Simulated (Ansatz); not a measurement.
CF4: several calculations on one system

## 1. Relaxation

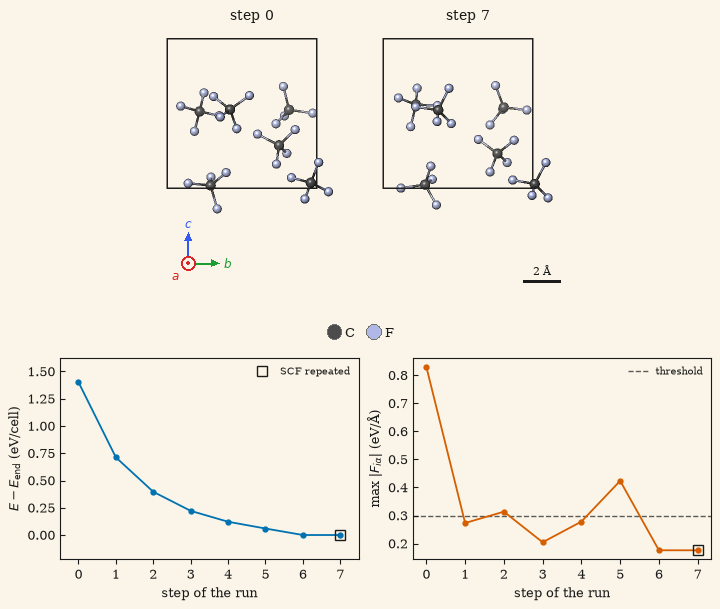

First and last geometry of a relaxation of an amorphous cell of composition CF₄, with the history of the run. Style: ball-and-stick. Shown: the cell of the calculation, along the a axis.

The cell holds 6 CF4. The run prepares the start of a later molecular dynamics calculation, from a guessed geometry.

Level of theory: DFT PBE-D3(BJ), scalar-relativistic, plane waves, PAW in Ansatz. Set-up: plane-wave cutoff 420 eV; k-point mesh 1 × 1 × 1; occupations fermi dirac; smearing width 0.02 eV; no spin polarisation; atoms relaxed in a fixed cell; force threshold 0.3 eV/Å; at most 15 steps.

Question: What do the curves and the structures tell?

Answer: It converged. After 6 accepted moves (7 points after the start) the energy has fallen by 1.402 eV per cell of the calculation. The largest force component goes from 0.83 to 0.18 eV/Å. 1 step only repeated the SCF at the same geometry. The largest move is that of an F atom, 1.07 Å along [2 −3 −2]. By element the largest moves are F 1.07 Å, C 0.52 Å. The lattice vectors keep their values. Among the contacts that change: C–F 1.329 → 1.335 Å. Cost: 21 s on 1 thread of AMD EPYC 9R14 (Zen 4) (shared host), peak memory 0.61 GiB.

```json
{"step": "0", "E − E(0), meV/atom": "0.00", "largest force component, eV/Å": "0.8297", "note": ""}
{"step": "1", "E − E(0), meV/atom": "-22.98", "largest force component, eV/Å": "0.2733", "note": ""}
{"step": "2", "E − E(0), meV/atom": "-33.51", "largest force component, eV/Å": "0.3137", "note": ""}
{"step": "3", "E − E(0), meV/atom": "-39.33", "largest force component, eV/Å": "0.2047", "note": ""}
{"step": "4", "E − E(0), meV/atom": "-42.66", "largest force component, eV/Å": "0.2784", "note": ""}
{"step": "5", "E − E(0), meV/atom": "-44.73", "largest force component, eV/Å": "0.4236", "note": ""}
{"step": "6", "E − E(0), meV/atom": "-46.72", "largest force component, eV/Å": "0.1762", "note": ""}
{"step": "7", "E − E(0), meV/atom": "-46.72", "largest force component, eV/Å": "0.1761", "note": "same geometry, SCF repeated"}
```

Limits of the set-up: the program's low-accuracy preset was used; the periodic images lie only 8.2 Å apart, so the values are limited by the cell's size.

## 2. Dynamics

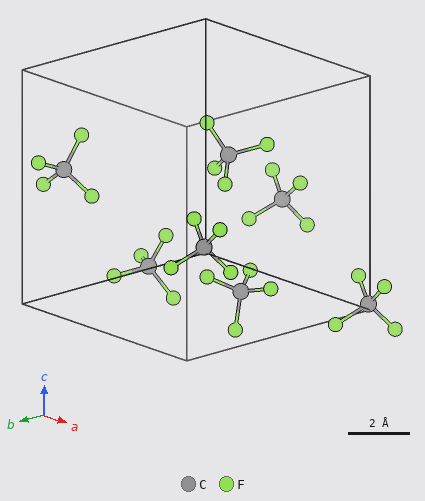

Starting frame of a dynamics run of a periodic cell with 6 CF4 at 1.606 g/cm³. A ball-and-stick model of the simulation cell, seen from a free direction.

These are results of DFT PBE-D3(BJ), scalar-relativistic, plane waves, PAW in Ansatz 0.2.0, not measurements.

Input file:
```yaml
accuracy: low
crystal:
  lattice:
    - [8.173302, 0.0, 0.0]
    - [0.0, 8.173302, 0.0]
    - [0.0, 0.0, 8.173302]
  atoms:
    - { symbol: C, position: [0.52587593, 0.27949776, 0.02416662] }
    - { symbol: F, position: [0.62570424, 0.31761617, 0.14749093] }
    - { symbol: F, position: [0.37407512, 0.32765399, 0.05974225] }
    - { symbol: F, position: [0.57634168, 0.35492454, -0.11162473] }
    - { symbol: F, position: [0.5279042, 0.11800255, 0.00076249] }
    - { symbol: C, position: [0.38247043, 0.21824075, 0.55940481] }
    - { symbol: F, position: [0.32189769, 0.18307559, 0.41184161] }
    - { symbol: F, position: [0.26157901, 0.22662333, 0.66914712] }
    - { symbol: F, position: [0.48738021, 0.10132269, 0.60418987] }
    - { symbol: F, position: [0.45907238, 0.36216036, 0.5529506] }
    - { symbol: C, position: [1.0047577, 1.01280929, 0.02861211] }
    - { symbol: F, position: [1.14764193, 0.99541692, -0.04800114] }
    - { symbol: F, position: [0.93818196, 0.86592545, 0.05468777] }
    - { symbol: F, position: [1.02818083, 1.08795726, 0.17172795] }
    - { symbol: F, position: [0.90424883, 1.10247149, -0.06423912] }
    - { symbol: C, position: [0.03616819, 0.80615134, 0.54060833] }
    - { symbol: F, position: [0.08442197, 0.96097048, 0.52311826] }
    - { symbol: F, position: [0.08271503, 0.7507697, 0.68716682] }
    - { symbol: F, position: [-0.12649569, 0.79831206, 0.52823711] }
    - { symbol: F, position: [0.10438953, 0.71439552, 0.42371232] }
    - { symbol: C, position: [0.87598401, 0.36755943, 0.52298751] }
    - { symbol: F, position: [0.89573235, 0.43909877, 0.66853564] }
    - { symbol: F, position: [0.81768397, 0.21702972, 0.54445944] }
    - { symbol: F, position: [0.77184811, 0.4547931, 0.43295485] }
    - { symbol: F, position: [1.01944352, 0.35986609, 0.44620361] }
    - { symbol: C, position: [0.50492698, 0.76369161, 0.23236073] }
    - { symbol: F, position: [0.58443242, 0.87562269, 0.32098314] }
    - { symbol: F, position: [0.60015519, 0.71429796, 0.10895964] }
    - { symbol: F, position: [0.46744028, 0.63588538, 0.32681324] }
    - { symbol: F, position: [0.36769291, 0.82894531, 0.17234149] }
basis:
  ecutwfc: 420.0
kpoints:
  mp_grid: { grid: [1, 1, 1] }
hamiltonian:
  xc: pbe
  dispersion: d3bj
scf:
  occupations: { method: fermi_dirac, width: 0.02 }
  lower_state_search: "off"
md:
  timestep: 1.5
  n_steps: 300
  ensemble: nvt_langevin
  temperature: 250.0
  initial_velocities: maxwell_boltzmann
  seed: 667068
  friction: 0.02
```

Launched with:
```bash
ansatz run input.yaml --threads 1 --pin off --max-ram 3072MiB --backend cpu --events-out ev --progress --plain --runs-dir out
```

What does the trajectory do?

Answer. Over the second half the temperature averages 237 K (spread ±26 K). The potential energy in the second half lies on average 23.3 meV per atom above the first frame. In the second half of the run the atoms are, in the root-mean-square, this far from where they began (common drift taken out): F 0.50 Å, C 0.31 Å. The heavy atoms stay within a fraction of a molecule's size of their starting places; so short a run doesn't tell a liquid from a solid.

Along the run (each row but the first and the last is the mean over the interval that it begins):

| time (fs) | potential energy (meV/atom) | T (K) |
| --- | --- | --- |
| 0.0 | 0.0 | 242 |
| 45.0 | 20.0 | 247 |
| 90.0 | 23.2 | 249 |
| 135.0 | 22.3 | 227 |
| 180.0 | 20.2 | 210 |
| 225.0 | 22.5 | 268 |
| 270.0 | 23.2 | 234 |
| 315.0 | 25.1 | 221 |
| 360.0 | 21.6 | 228 |
| 405.0 | 23.9 | 233 |
| 450.0 | 26.8 | 221 |

The paths of the atoms:

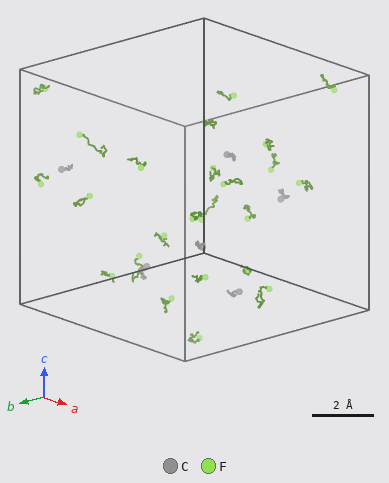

Limits of the set-up: the program's low-accuracy preset was used; the periodic images lie only 8.2 Å apart, so the values are limited by the cell's size.

## 3. Dynamics

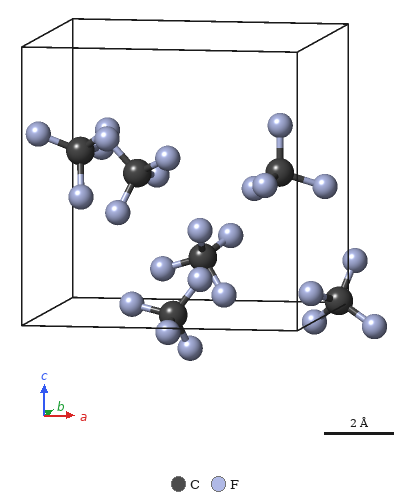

Starting frame of a dynamics run of a periodic cell with 6 CF4 at 1.606 g/cm³. It starts from the last geometry of an earlier run, with fresh velocities. The picture is a ball-and-stick view of the simulation cell, seen from a free direction.

Computed with DFT PBE-D3(BJ), scalar-relativistic, plane waves, PAW (Ansatz 0.2.0).

Input file:
```yaml
accuracy: low
crystal:
  lattice:
    - [8.173302, 0.0, 0.0]
    - [0.0, 8.173302, 0.0]
    - [0.0, 0.0, 8.173302]
  atoms:
    - { symbol: C, position: [0.48696156, 0.31175633, 0.01120889] }
    - { symbol: F, position: [0.58190755, 0.32787533, 0.13887092] }
    - { symbol: F, position: [0.32937403, 0.35520187, 0.04266643] }
    - { symbol: F, position: [0.53089118, 0.40800804, -0.11690442] }
    - { symbol: F, position: [0.49657861, 0.15705646, -0.03531301] }
    - { symbol: C, position: [0.37765501, 0.19902347, 0.52987958] }
    - { symbol: F, position: [0.31997137, 0.12771803, 0.39420989] }
    - { symbol: F, position: [0.26641217, 0.20577721, 0.65009555] }
    - { symbol: F, position: [0.5041307, 0.11233311, 0.59429713] }
    - { symbol: F, position: [0.42119347, 0.35026882, 0.50875854] }
    - { symbol: C, position: [0.96608621, 0.97452225, 0.00403847] }
    - { symbol: F, position: [1.10108312, 0.94431023, -0.08273293] }
    - { symbol: F, position: [0.89110478, 0.83391419, 0.0429671] }
    - { symbol: F, position: [1.00994517, 1.05438606, 0.14123291] }
    - { symbol: F, position: [0.86078884, 1.06337806, -0.08248802] }
    - { symbol: C, position: [0.06043701, 0.79763491, 0.54287108] }
    - { symbol: F, position: [0.10836521, 0.95585781, 0.54120135] }
    - { symbol: F, position: [0.17386467, 0.71652524, 0.62870858] }
    - { symbol: F, position: [-0.08891774, 0.77888599, 0.60278351] }
    - { symbol: F, position: [0.07306116, 0.74034076, 0.38374643] }
    - { symbol: C, position: [0.86506123, 0.35942409, 0.52521171] }
    - { symbol: F, position: [0.86229046, 0.38314877, 0.69130629] }
    - { symbol: F, position: [0.84071793, 0.20039515, 0.49396863] }
    - { symbol: F, position: [0.75512141, 0.45415861, 0.45618852] }
    - { symbol: F, position: [1.01916069, 0.41483403, 0.47219739] }
    - { symbol: C, position: [0.50643052, 0.78935681, 0.17025097] }
    - { symbol: F, position: [0.58454414, 0.91425819, 0.23748815] }
    - { symbol: F, position: [0.59179029, 0.74303808, 0.04138949] }
    - { symbol: F, position: [0.51977648, 0.6617629, 0.27980214] }
    - { symbol: F, position: [0.35615648, 0.81448774, 0.12411458] }
basis:
  ecutwfc: 420.0
kpoints:
  mp_grid: { grid: [1, 1, 1] }
hamiltonian:
  xc: pbe
  dispersion: d3bj
scf:
  occupations: { method: fermi_dirac, width: 0.02 }
  lower_state_search: "off"
md:
  timestep: 1
  n_steps: 400
  ensemble: nvt_nose_hoover
  temperature: 250.0
  initial_velocities: maxwell_boltzmann
  seed: 953747
  nose_hoover: { tau: 200.0, chain_length: 3 }
```

Run as
```bash
ansatz run input.yaml --threads 1 --pin off --max-ram 3072MiB --backend cpu --events-out ev --progress --plain --runs-dir out
```

**What does the trajectory do?**

The mean temperature in the second half is 232 K (standard deviation 28 K). The potential energy in the second half lies on average 2.1 meV per atom below the first frame. Root-mean-square distances from the starting positions over the second half, with the common drift of all atoms taken out: F 0.85 Å, C 0.64 Å. The heavy atoms stay within a fraction of a molecule's size of their starting places; so short a run doesn't tell a liquid from a solid.

Along the run (each row but the first and the last is the mean over the interval that it begins):

```csv
time (fs),potential energy (meV/atom),T (K)
0.0,0.0,250
40.0,-2.6,270
80.0,-1.1,257
120.0,-2.7,267
160.0,-2.7,262
200.0,-1.5,246
240.0,-1.4,237
280.0,-1.2,226
320.0,-4.3,240
360.0,-2.3,212
400.0,-1.1,195
```

The paths of the atoms:

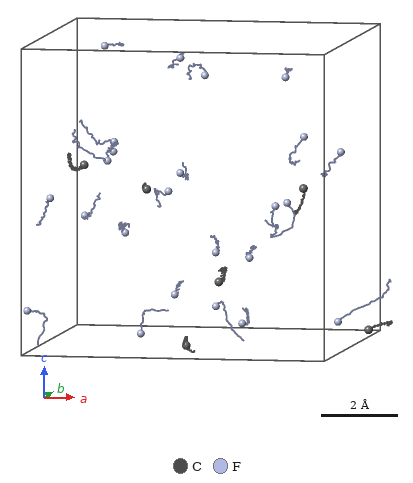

Limits of the set-up: the program's low-accuracy preset was used; the periodic images lie only 8.2 Å apart, so the values are limited by the cell's size.

The run took 10 min on 1 thread of AMD EPYC 9R14 (Zen 4), on a shared host, peak memory 0.63 GiB.
